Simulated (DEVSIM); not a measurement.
System: Schottky contact on p-type Si, at 400 K.

```csv
layer (left to right),material,thickness (μm),Na (cm⁻³),τn (s),τp (s)
1,Si,15.0,6.3e15,1.2e-5,1.2e-5
```

Left contact: Schottky, work function 4.684 eV, emission velocity 1.1e7 cm/s. Right contact: ohmic. Voltage is applied to the left contact. Recombination: SRH at mid-gap, radiative. Mobility is constant in doping.

Constants are typed, rounded textbook-type inputs, not results; the design itself was drawn at random and stands for no fabricated device. Values at 300 K; Nc and Nv go as T^1.5, mobilities as T to minus their exponent, the gap by Varshni's rule with the affinity fixed.

| parameter | Si |
|---|---|
| gap (eV) | 1.124 |
| affinity (eV) | 4.05 |
| permittivity | 11.7 |
| Nc (cm⁻³) | 2.86e19 |
| Nv (cm⁻³) | 3.1e19 |
| μn (cm²/Vs) | 1417 |
| μp (cm²/Vs) | 470 |
| T exponent of μn | 2.3 |
| T exponent of μp | 2.2 |
| B (cm³/s) | 4.7e-15 |
| Varshni α (eV/K) | 0.000473 |
| Varshni β (K) | 636 |

Model (solved in DEVSIM): 1D drift-diffusion, Boltzmann statistics, complete ionisation; no tunnelling, impact ionisation, image-force lowering or self-heating. Metal contacts follow the ideal Schottky-Mott rule: no Fermi-level pinning, no interface dipoles.

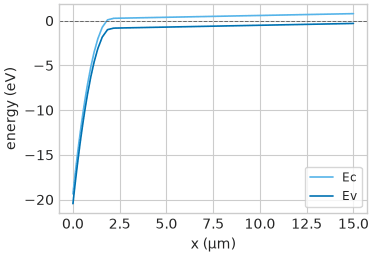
Figure: Band edges at 20.0 V on the left contact

Energies count from the Fermi level of the right contact; mesh points crowd at the junctions.

```
x (μm)   Ec (eV)  Ev (eV)  n (cm⁻³)  p (cm⁻³)  field (V/cm)
-------  -------  -------  --------  --------  ------------
0.000    -19.366  -20.462    4.5e11    1.3e13        190000
0.01516  -19.072  -20.168     9.9e7    1.3e13        190000
0.04251  -18.546  -19.642     1.1e7    1.3e13        190000
0.08443  -17.754  -18.851     1.1e7    1.4e13        190000
0.1926   -15.790  -16.887     1.2e7    1.5e13        180000
0.3291   -13.476  -14.573     1.3e7    1.6e13        160000
0.5513   -10.093  -11.189     1.5e7    1.8e13        140000
1.125     -3.578   -4.675     2.4e7    3.1e13         86000
1.849      0.092   -1.005     1.1e8    2.6e14         16000
3.027      0.302   -0.794     3.5e9    6.3e15           410
5.154      0.389   -0.708     5.0e9    6.3e15           410
9.130      0.550   -0.546     5.1e9    6.3e15           410
11.55      0.648   -0.448     5.1e9    6.3e15           410
12.89      0.703   -0.393     5.1e9    6.3e15           410
13.91      0.744   -0.352     5.1e9    6.3e15           410
14.37      0.763   -0.334     5.1e9    6.3e15           410
14.62      0.773   -0.323     5.1e9    6.3e15           410
14.78      0.779   -0.317     5.1e9    6.3e15           410
14.90      0.784   -0.312     5.1e9    6.3e15           410
14.95      0.786   -0.310     5.1e9    6.3e15           410
14.98      0.788   -0.309     5.1e9    6.3e15           410
15.00      0.789   -0.308     5.1e9    6.3e15           410
```
